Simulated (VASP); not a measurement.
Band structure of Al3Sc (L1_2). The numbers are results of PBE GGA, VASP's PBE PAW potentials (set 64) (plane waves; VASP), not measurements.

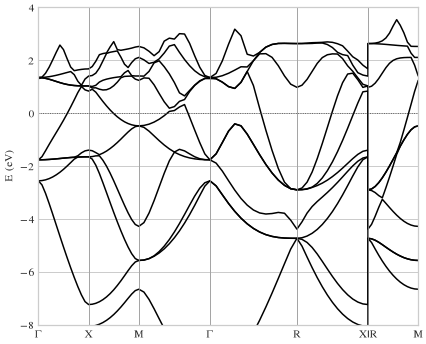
Bands along high-symmetry lines, zero at the valence-band maximum or, without a gap, the Fermi level

Q: Read the plot: is there a gap, and where are the band edges?

A: It has no gap at this level: it comes out as a metal or semimetal. (Edges off the drawn lines would not show.)

The compound is Al3Sc in the L1_2 structure. It was relaxed first.
